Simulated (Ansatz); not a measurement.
# SiH₂F₂ + SiH₄: a complex and its separated parts

The complex below is one end of an elementary step. How strongly is it bound against its free parts?

The runs use Ansatz 0.2.0, Gaussian basis; PBE0-D4/def2-TZVP structures, single points in def2-TZVPP, no counterpoise correction.

Levels: SPW92, PBE-D4, BLYP-D4, r2SCAN-D4, B97M-V, PBE0-D4, B3LYP-D4, r2SCAN0-D4, BHLYP-D4, CAM-B3LYP-D4, wB97X-V, wB97M-V, B2PLYP, PBE-QIDH, RPA on PBE, Hartree-Fock, MP2, CCSD, CCSD(T).

Cores are frozen in the correlated methods. B3LYP uses VWN-RPA correlation. B2PLYP carries no dispersion term here.

94 further runs of the same task are left out: 94 set aside as unsound or not needed. Runs told in other sessions of the task aren't counted.

**1. Where the work starts**

The complex: 10 atoms, charge 0, spin multiplicity 1.

Atoms are counted from 1 here; the program's logs count them from 0.

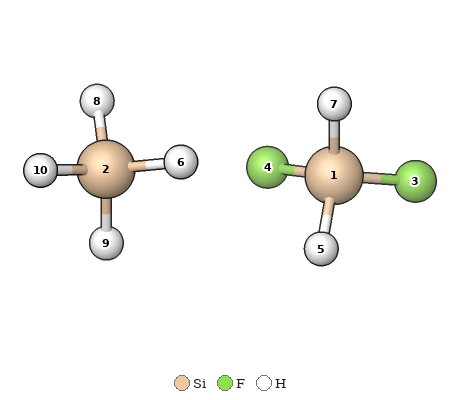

The starting geometry (silicon light orange, fluorine green, hydrogen white); atoms are numbered from 1 in the order of the file.

As a file:

```mol
F2H6Si2
  3D, bonds by distance, orders not assigned

 10  8  0  0  0  0  0  0  0  0999 V2000
   -1.2489    1.4416    0.5213 Si  0  0
    1.2945   -1.4407   -0.4981 Si  0  0
   -2.5045    2.4099    0.5587 F   0  0
   -1.5840    0.2625   -0.4887 F   0  0
   -0.0945    2.1948   -0.0012 H   0  0
    1.1828   -0.3835    0.5433 H   0  0
   -1.0606    0.8700    1.8670 H   0  0
    0.2321   -2.4527   -0.2846 H   0  0
    1.1537   -0.8221   -1.8386 H   0  0
    2.6295   -2.0799   -0.3791 H   0  0
  1  3  8  0
  1  4  8  0
  1  5  8  0
  1  7  8  0
  2  6  8  0
  2  8  8  0
  2  9  8  0
  2 10  8  0
M  END
```

Its parts: SiH₂F₂ holds atoms 1, 3, 4, 5, 7; SiH₄ holds atoms 2, 6, 8, 9, 10. Each part counts its atoms afresh in its own runs.

**2. Relaxing SiH₂F₂ alone**

Contents of relax-a/in.yaml:

```yaml
crystal:
  periodic: [false, false, false]
  atoms:
    - {symbol: Si, position_ang: [-1.248880, 1.441576, 0.521312]}
    - {symbol: F, position_ang: [-2.504545, 2.409927, 0.558687]}
    - {symbol: F, position_ang: [-1.583982, 0.262496, -0.488732]}
    - {symbol: H, position_ang: [-0.094523, 2.194787, -0.001229]}
    - {symbol: H, position_ang: [-1.060642, 0.870040, 1.866992]}
basis:
  gaussian: {orbitals: def2-TZVP}
hamiltonian: {xc: pbe0, dispersion: d4}
relax: {f_tol: 0.005, max_steps: 200}
```

The run is started by

```sh
ansatz run in.yaml --threads 4 --pin off --events-out ev --progress --plain --max-ram 9574MiB
```

Log, shortened:

```text
Functional definition: PBE0
  name "PBE0"
  cite "Adamo & Barone, J. Chem. Phys. 110, 6158 (1999) doi:10.1063/1.478522"
  cite "Perdew, Burke & Ernzerhof, Phys. Rev. Lett. 77, 3865 (1996) doi:10.1103/PhysRevLett.77.3865"
  parent pbe
[...]
668 factors; their error is unknown
[...]
mean field -13341.49900964 eV, -490.2910454115 hartree, gradient 6.2e-5 eV, S^2 0.000000; 0 other end points of the search recorded, 0 dependent functions left out
[...]
reference -13341.49903233 eV, -490.2910462452 hartree; 17, 17 occupied and 94, 94 virtual orbitals, 668 factors
[...]
reference -13341.49941093 eV, -490.2910601587 hartree; 17, 17 occupied and 94, 94 virtual orbitals, 668 factors
Total energy: -13341.54657114 eV, -490.2927932644 hartree
Atom 0 at    -1.252419     1.441870     0.519578 Å, force    -0.001512    -0.000228    -0.000946 eV/Å
Atom 1 at    -2.505277     2.412869     0.560321 Å, force     0.000993    -0.001528    -0.000568 eV/Å
Atom 2 at    -1.580356     0.261610    -0.487198 Å, force    -0.000389     0.001589     0.000925 eV/Å
Atom 3 at    -0.094879     2.192779    -0.000496 Å, force     0.000710     0.000432    -0.000198 eV/Å
Atom 4 at    -1.059641     0.869697     1.864826 Å, force     0.000199    -0.000265     0.000787 eV/Å
Dipole moment:     0.259172     0.034311     0.158384 e Å
```

Wall time 3.1 s (4 threads of Arm Neoverse V1, shared host).

Along the way:

| step | energy from step 1 (eV) | largest force component (eV/Å) |
| --- | --- | --- |
| 1 | 0.0000 | 0.0981 |
| 2 | -0.0003 | 0.0503 |
| 3 | -0.0004 | 0.0065 |
| 4 | -0.0004 | 0.0016 |

Close pairs (by a distance rule), those that changed most:

| bond | before (Å) | after (Å) | change (Å) |
| --- | --- | --- | --- |
| Si1–F3 | 1.588 | 1.586 | -0.003 |
| Si1–F2 | 1.586 | 1.586 | -0.001 |
| Si1–H4 | 1.474 | 1.475 | +0.000 |
| Si1–H5 | 1.474 | 1.475 | +0.000 |

**3. Relaxing SiH₄ alone**

Contents of relax-b/in.yaml:

```yaml
crystal:
  periodic: [false, false, false]
  atoms:
    - {symbol: Si, position_ang: [1.294490, -1.440737, -0.498070]}
    - {symbol: H, position_ang: [1.182755, -0.383454, 0.543256]}
    - {symbol: H, position_ang: [0.232079, -2.452692, -0.284619]}
    - {symbol: H, position_ang: [1.153666, -0.822134, -1.838628]}
    - {symbol: H, position_ang: [2.629485, -2.079908, -0.379069]}
basis:
  gaussian: {orbitals: def2-TZVP}
hamiltonian: {xc: pbe0, dispersion: d4}
relax: {f_tol: 0.005, max_steps: 200}
```

The run is started by

```sh
ansatz run in.yaml --threads 4 --pin off --events-out ev --progress --plain --max-ram 9574MiB
```

Log, shortened:

```text
[... 5 set-up lines as earlier in the session ...]
[...]
444 factors; their error is unknown
[...]
mean field -7939.08439556 eV, -291.7559702321 hartree, gradient 1.6e-5 eV, S^2 0.000000; 0 other end points of the search recorded, 0 dependent functions left out
[...]
Atom 1 at     1.178105    -0.379585     0.545098 Å, force    -0.000008     0.000045     0.000042 eV/Å
Atom 2 at     0.234472    -2.451339    -0.289100 Å, force    -0.000055    -0.000053     0.000018 eV/Å
Atom 3 at     1.152059    -0.827019    -1.837677 Å, force    -0.000003     0.000037    -0.000067 eV/Å
Atom 4 at     2.629344    -2.085198    -0.384026 Å, force     0.000070    -0.000034     0.000005 eV/Å
Dipole moment:     0.000000     0.000000     0.000000 e Å
```

It took 1.1 s on 4 threads of Arm Neoverse V1, shared host.

Relaxation path:

| step | energy from step 1 (eV) | largest force component (eV/Å) |
| --- | --- | --- |
| 1 | 0.0000 | 0.1334 |
| 2 | -0.0009 | 0.0191 |
| 3 | -0.0010 | 0.0119 |
| 4 | -0.0010 | 0.0001 |

Close pairs (by a distance rule), those that changed most:

| bond | before (Å) | after (Å) | change (Å) |
| --- | --- | --- | --- |
| Si1–H2 | 1.488 | 1.485 | -0.003 |
| Si1–H3 | 1.483 | 1.485 | +0.002 |
| Si1–H4 | 1.483 | 1.485 | +0.002 |
| Si1–H5 | 1.485 | 1.485 | -0.000 |

**4. SPW92/def2-TZVPP**

Contents of parta/in.yaml:

```yaml
crystal:
  periodic: [false, false, false]
  atoms:
    - {symbol: Si, position_ang: [-1.252419, 1.441870, 0.519578]}
    - {symbol: F, position_ang: [-2.505277, 2.412869, 0.560321]}
    - {symbol: F, position_ang: [-1.580356, 0.261610, -0.487198]}
    - {symbol: H, position_ang: [-0.094879, 2.192779, -0.000496]}
    - {symbol: H, position_ang: [-1.059641, 0.869697, 1.864826]}
basis:
  gaussian: {orbitals: def2-TZVPP}
hamiltonian: {xc: lda}
```

Contents of partb/in.yaml:

```yaml
crystal:
  periodic: [false, false, false]
  atoms:
    - {symbol: Si, position_ang: [1.298495, -1.435785, -0.491426]}
    - {symbol: H, position_ang: [1.178105, -0.379585, 0.545098]}
    - {symbol: H, position_ang: [0.234472, -2.451339, -0.289100]}
    - {symbol: H, position_ang: [1.152059, -0.827019, -1.837677]}
    - {symbol: H, position_ang: [2.629344, -2.085198, -0.384026]}
basis:
  gaussian: {orbitals: def2-TZVPP}
hamiltonian: {xc: lda}
```

Each run has its own folder and the same command.

The run is started by

```sh
ansatz run in.yaml --threads 4 --pin off --events-out ev --progress --plain --max-ram 9574MiB
```

parta printed, shortened:

```text
Functional definition: SPW92
  name "SPW92"
  cite "Dirac, Proc. Camb. Phil. Soc. 26, 376 (1930) doi:10.1017/S0305004100016108"
  cite "Slater, Phys. Rev. 81, 385 (1951) doi:10.1103/PhysRev.81.385"
  cite "Perdew & Wang, Phys. Rev. B 45, 13244 (1992) doi:10.1103/PhysRevB.45.13244"
[...]
718 factors; their error is unknown
[...]
mean field -13283.49301466 eV, -488.1593644137 hartree, gradient 3.1e-5 eV, S^2 0.000000; 0 other end points of the search recorded, 0 dependent functions left out
reference -13283.49304236 eV, -488.1593654317 hartree; 17, 17 occupied and 115, 115 virtual orbitals, 718 factors
Total energy: -13283.49304236 eV, -488.1593654317 hartree
```

partb printed, shortened:

```text
[... 5 set-up lines as earlier in the session ...]
[...]
524 factors; their error is unknown
[...]
mean field -7909.52603873 eV, -290.6697206540 hartree, gradient 1.6e-5 eV, S^2 0.000000; 0 other end points of the search recorded, 0 dependent functions left out
reference -7909.52607082 eV, -290.6697218332 hartree; 9, 9 occupied and 89, 89 virtual orbitals, 524 factors
Total energy: -7909.52607082 eV, -290.6697218332 hartree
```

They took 0.35 s (parta), 0.2 s (partb) on 4 threads of Arm Neoverse V1, shared host.

**5. PBE-D4/def2-TZVPP**

The same edit goes into each in.yaml of step 4 (parta, partb):

```diff
-hamiltonian: {xc: lda}
+hamiltonian: {xc: pbe, dispersion: d4}
```

Each run has its own folder and the same command.

The run is started by

```sh
ansatz run in.yaml --threads 4 --pin off --events-out ev --progress --plain --max-ram 9574MiB
```

Output in parta, shortened:

```text
Functional definition: PBE
  name "PBE"
[... 2 set-up lines as earlier in the session ...]
[...]
718 factors; their error is unknown
[...]
mean field -13340.67235131 eV, -490.2606662782 hartree, gradient 4.4e-5 eV, S^2 0.000000; 0 other end points of the search recorded, 0 dependent functions left out
reference -13340.67238124 eV, -490.2606673781 hartree; 17, 17 occupied and 115, 115 virtual orbitals, 718 factors
Total energy: -13340.72984107 eV, -490.2627789877 hartree
```

Output in partb, shortened:

```text
[... 4 set-up lines as earlier in the session ...]
[...]
524 factors; their error is unknown
[...]
mean field -7938.15290416 eV, -291.7217385545 hartree, gradient 1.8e-5 eV, S^2 0.000000; 0 other end points of the search recorded, 0 dependent functions left out
reference -7938.15293846 eV, -291.7217398151 hartree; 9, 9 occupied and 89, 89 virtual orbitals, 524 factors
Total energy: -7938.19527937 eV, -291.7232958148 hartree
```

Wall times: 0.5 s (parta), 0.3 s (partb) on 4 threads of Arm Neoverse V1, shared host.

**6. BLYP-D4/def2-TZVPP**

The same edit goes into each in.yaml of step 5 (parta, partb):

```diff
-hamiltonian: {xc: pbe, dispersion: d4}
+hamiltonian: {xc: {name: BLYP}, dispersion: d4}
```

The same command starts each run, in its folder.

The run is started by

```sh
ansatz run in.yaml --threads 4 --pin off --events-out ev --progress --plain --max-ram 9574MiB
```

Log of parta, shortened:

```text
Functional definition: BLYP
  name "BLYP"
  cite "Becke, Phys. Rev. A 38, 3098 (1988) doi:10.1103/PhysRevA.38.3098"
  cite "Lee, Yang & Parr, Phys. Rev. B 37, 785 (1988) doi:10.1103/PhysRevB.37.785"
[...]
718 factors; their error is unknown
[...]
mean field -13349.63218031 eV, -490.5899339206 hartree, gradient 5.7e-5 eV, S^2 0.000000; 0 other end points of the search recorded, 0 dependent functions left out
reference -13349.63243674 eV, -490.5899433442 hartree; 17, 17 occupied and 115, 115 virtual orbitals, 718 factors
Total energy: -13349.76486727 eV, -490.5948100766 hartree
```

partb printed, shortened:

```text
[... 4 set-up lines as earlier in the session ...]
[...]
524 factors; their error is unknown
[...]
mean field -7942.32373262 eV, -291.8750136733 hartree, gradient 1.6e-5 eV, S^2 0.000000; 0 other end points of the search recorded, 0 dependent functions left out
reference -7942.32401411 eV, -291.8750240180 hartree; 9, 9 occupied and 89, 89 virtual orbitals, 524 factors
Total energy: -7942.42242888 eV, -291.8786406940 hartree
```

They took 0.55 s (parta), 0.3 s (partb) on 4 threads of Arm Neoverse V1, shared host.

**7. r2SCAN-D4/def2-TZVPP**

The same edit goes into each in.yaml of step 6 (parta, partb):

```diff
-hamiltonian: {xc: {name: BLYP}, dispersion: d4}
+hamiltonian: {xc: r2scan, dispersion: d4}
```

Each run has its own folder and the same command.

The run is started by

```sh
ansatz run in.yaml --threads 4 --pin off --events-out ev --progress --plain --max-ram 9574MiB
```

Log of parta, shortened:

```text
Functional definition: r2SCAN
  name "r2SCAN"
  cite "Furness, Kaplan, Ning, Perdew & Sun, J. Phys. Chem. Lett. 11, 8208 (2020) doi:10.1021/acs.jpclett.0c02405"
  cite "Furness, Kaplan, Ning, Perdew & Sun, J. Phys. Chem. Lett. 11, 9248 (2020) doi:10.1021/acs.jpclett.0c03077"
  parent r2scan
[...]
718 factors; their error is unknown
[...]
mean field -13347.18125709 eV, -490.4998641537 hartree, gradient 5.1e-5 eV, S^2 0.000000; 0 other end points of the search recorded, 0 dependent functions left out
reference -13347.18126541 eV, -490.4998644593 hartree; 17, 17 occupied and 115, 115 virtual orbitals, 718 factors
Total energy: -13347.19408895 eV, -490.5003357159 hartree
```

Output in partb, shortened:

```text
[... 5 set-up lines as earlier in the session ...]
[...]
524 factors; their error is unknown
[...]
mean field -7941.75741863 eV, -291.8542020182 hartree, gradient 1.3e-5 eV, S^2 0.000000; 0 other end points of the search recorded, 0 dependent functions left out
reference -7941.75742923 eV, -291.8542024077 hartree; 9, 9 occupied and 89, 89 virtual orbitals, 524 factors
Total energy: -7941.76699860 eV, -291.8545540755 hartree
```

Times: 1.2 s (parta), 0.7 s (partb) on 4 threads of Arm Neoverse V1, shared host.

**8. B97M-V/def2-TZVPP**

Each input of step 7 (parta, partb) changes in the same lines:

```diff
-hamiltonian: {xc: r2scan, dispersion: d4}
+hamiltonian: {xc: {name: B97M-V}}
```

One command serves all of them, each in its own folder.

The run is started by

```sh
ansatz run in.yaml --threads 4 --pin off --events-out ev --progress --plain --max-ram 9574MiB
```

Log of parta, shortened:

```text
Functional definition: B97M-V
  name "B97M-V"
  cite "Mardirossian & Head-Gordon, J. Chem. Phys. 142, 074111 (2015) doi:10.1063/1.4907719"
  cite "Becke, J. Chem. Phys. 107, 8554 (1997) doi:10.1063/1.475007"
  cite "Vydrov & Van Voorhis, J. Chem. Phys. 133, 244103 (2010) doi:10.1063/1.3521275"
  # Of w^i u^j: cxij and so on, Table III.
[...]
  gx(w, u) = cx00 + cx01*u + cx02*u^2 + (cx10 + cx11*u)*w
[...]
  gos(w, u) = cos00 + cos01*u + cos03*u^3 + cos10*w + cos32*w^3*u^2
[...]
      + integral(e_c_pw_mod_opposite_spin*gos(b97_w_opposite, b97_u_opposite)) + vv10(b, c)
718 factors; their error is unknown
[...]
mean field -13346.10640785 eV, -490.4603641728 hartree, gradient 2.6e-5 eV, S^2 0.000000; 0 other end points of the search recorded, 0 dependent functions left out
reference -13346.10645226 eV, -490.4603658047 hartree; 17, 17 occupied and 115, 115 virtual orbitals, 718 factors
Total energy: -13346.10645226 eV, -490.4603658047 hartree
```

Output in partb, shortened:

```text
[... 5 set-up lines as earlier in the session ...]
  # Of w^i u^j: cxij and so on, Table III.
[...]
  gx(w, u) = cx00 + cx01*u + cx02*u^2 + (cx10 + cx11*u)*w
[...]
  gos(w, u) = cos00 + cos01*u + cos03*u^3 + cos10*w + cos32*w^3*u^2
[...]
      + integral(e_c_pw_mod_opposite_spin*gos(b97_w_opposite, b97_u_opposite)) + vv10(b, c)
524 factors; their error is unknown
[...]
mean field -7940.58580393 eV, -291.8111459721 hartree, gradient 3.8e-5 eV, S^2 0.000000; 0 other end points of the search recorded, 0 dependent functions left out
reference -7940.58585636 eV, -291.8111478989 hartree; 9, 9 occupied and 89, 89 virtual orbitals, 524 factors
Total energy: -7940.58585636 eV, -291.8111478989 hartree
```

They took 2.2 s (parta), 1.1 s (partb) on 4 threads of Arm Neoverse V1, shared host.

**9. PBE0-D4/def2-TZVPP**

The same edit goes into each in.yaml of step 8 (parta, partb):

```diff
-hamiltonian: {xc: {name: B97M-V}}
+hamiltonian: {xc: pbe0, dispersion: d4}
+output: {orbitals: {seedname: orbitals}}
```

One command serves all of them, each in its own folder.

The run is started by

```sh
ansatz run in.yaml --threads 4 --pin off --events-out ev --progress --plain --max-ram 9574MiB
```

parta printed, shortened:

```text
[... 5 set-up lines as earlier in the session ...]
[...]
721 factors; their error is unknown
[...]
mean field -13341.51127138 eV, -490.2914960222 hartree, gradient 4.3e-5 eV, S^2 0.000000; 0 other end points of the search recorded, 0 dependent functions left out
reference -13341.51129372 eV, -490.2914968432 hartree; 17, 17 occupied and 115, 115 virtual orbitals, 721 factors
Total energy: -13341.55845393 eV, -490.2932299489 hartree
```

Log of partb, shortened:

```text
[... 5 set-up lines as earlier in the session ...]
[...]
527 factors; their error is unknown
[...]
mean field -7939.10185146 eV, -291.7566117246 hartree, gradient 5.6e-5 eV, S^2 0.000000; 0 other end points of the search recorded, 0 dependent functions left out
reference -7939.10187735 eV, -291.7566126762 hartree; 9, 9 occupied and 89, 89 virtual orbitals, 527 factors
Total energy: -7939.13645877 eV, -291.7578835198 hartree
```

Times: 0.65 s (parta), 0.3 s (partb) on 4 threads of Arm Neoverse V1, shared host.

**10. B3LYP-D4/def2-TZVPP**

The same edit goes into each in.yaml of step 9 (parta, partb):

```diff
-hamiltonian: {xc: pbe0, dispersion: d4}
-output: {orbitals: {seedname: orbitals}}
+hamiltonian: {xc: {name: B3LYP}, dispersion: d4}
```

Each run has its own folder and the same command.

The run is started by

```sh
ansatz run in.yaml --threads 4 --pin off --events-out ev --progress --plain --max-ram 9574MiB
```

parta printed, shortened:

```text
Functional definition: B3LYP
  name "B3LYP"
  cite "Stephens, Devlin, Chabalowski & Frisch, J. Phys. Chem. 98, 11623 (1994) doi:10.1021/j100096a001"
[... 2 set-up lines as earlier in the session ...]
  cite "Vosko, Wilk & Nusair, Can. J. Phys. 58, 1200 (1980) doi:10.1139/p80-159"
[...]
721 factors; their error is unknown
[...]
mean field -13350.81612010 eV, -490.6334429054 hartree, gradient 3.9e-5 eV, S^2 0.000000; 0 other end points of the search recorded, 0 dependent functions left out
reference -13350.81631187 eV, -490.6334499527 hartree; 17, 17 occupied and 115, 115 virtual orbitals, 721 factors
Total energy: -13350.90994379 eV, -490.6368908625 hartree
```

Log of partb, shortened:

```text
[... 6 set-up lines as earlier in the session ...]
[...]
527 factors; their error is unknown
[...]
mean field -7943.47009114 eV, -291.9171415719 hartree, gradient 4.1e-5 eV, S^2 0.000000; 0 other end points of the search recorded, 0 dependent functions left out
reference -7943.47030180 eV, -291.9171493135 hartree; 9, 9 occupied and 89, 89 virtual orbitals, 527 factors
Total energy: -7943.53896740 eV, -291.9196727280 hartree
```

They took 0.7 s (parta), 0.3 s (partb) on 4 threads of Arm Neoverse V1, shared host.

**11. r2SCAN0-D4/def2-TZVPP**

The same edit goes into each in.yaml of step 10 (parta, partb):

```diff
-hamiltonian: {xc: {name: B3LYP}, dispersion: d4}
+hamiltonian: {xc: {name: r2SCAN0}, dispersion: d4}
```

The same command starts each run, in its folder.

The run is started by

```sh
ansatz run in.yaml --threads 4 --pin off --events-out ev --progress --plain --max-ram 9574MiB
```

parta printed, shortened:

```text
Functional definition: r2SCAN0
  name "r2SCAN0"
  cite "Bursch, Neugebauer, Ehlert & Grimme, J. Chem. Phys. 156, 134105 (2022) doi:10.1063/5.0086040"
[... 3 set-up lines as earlier in the session ...]
[...]
721 factors; their error is unknown
[...]
mean field -13346.37886908 eV, -490.4703769383 hartree, gradient 6.4e-5 eV, S^2 0.000000; 0 other end points of the search recorded, 0 dependent functions left out
reference -13346.37887562 eV, -490.4703771785 hartree; 17, 17 occupied and 115, 115 virtual orbitals, 721 factors
Total energy: -13346.39386754 eV, -490.4709281215 hartree
```

Log of partb, shortened:

```text
[... 6 set-up lines as earlier in the session ...]
[...]
527 factors; their error is unknown
[...]
mean field -7941.68706979 eV, -291.8516167458 hartree, gradient 3.9e-6 eV, S^2 0.000000; 0 other end points of the search recorded, 0 dependent functions left out
reference -7941.68707824 eV, -291.8516170566 hartree; 9, 9 occupied and 89, 89 virtual orbitals, 527 factors
Total energy: -7941.69814189 eV, -291.8520236381 hartree
```

Wall times: 1.2 s (parta), 0.7 s (partb) on 4 threads of Arm Neoverse V1, shared host.

**12. BHLYP-D4/def2-TZVPP**

The same edit goes into each in.yaml of step 11 (parta, partb):

```diff
-hamiltonian: {xc: {name: r2SCAN0}, dispersion: d4}
+hamiltonian: {xc: {name: BHLYP}, dispersion: d4}
```

One command serves all of them, each in its own folder.

The run is started by

```sh
ansatz run in.yaml --threads 4 --pin off --events-out ev --progress --plain --max-ram 9574MiB
```

Log of parta, shortened:

```text
Functional definition: BHLYP
  name "BHLYP"
  cite "Becke, J. Chem. Phys. 98, 1372 (1993) doi:10.1063/1.464304"
[... 2 set-up lines as earlier in the session ...]
[...]
778 factors; their error is unknown
[...]
mean field -13348.34153055 eV, -490.5425034169 hartree, gradient 2.1e-5 eV, S^2 0.000000; 0 other end points of the search recorded, 0 dependent functions left out
reference -13348.34166013 eV, -490.5425081787 hartree; 17, 17 occupied and 115, 115 virtual orbitals, 778 factors
Total energy: -13348.40894607 eV, -490.5449808915 hartree
```

Output in partb, shortened:

```text
[... 5 set-up lines as earlier in the session ...]
[...]
546 factors; their error is unknown
[...]
mean field -7942.64000222 eV, -291.8866363668 hartree, gradient 4.8e-6 eV, S^2 0.000000; 0 other end points of the search recorded, 0 dependent functions left out
reference -7942.64014483 eV, -291.8866416075 hartree; 9, 9 occupied and 89, 89 virtual orbitals, 546 factors
Total energy: -7942.68772809 eV, -291.8883902603 hartree
```

Wall times: 0.7 s (parta), 0.35 s (partb) on 4 threads of Arm Neoverse V1, shared host.

(Part 1 of 2 ends here.)
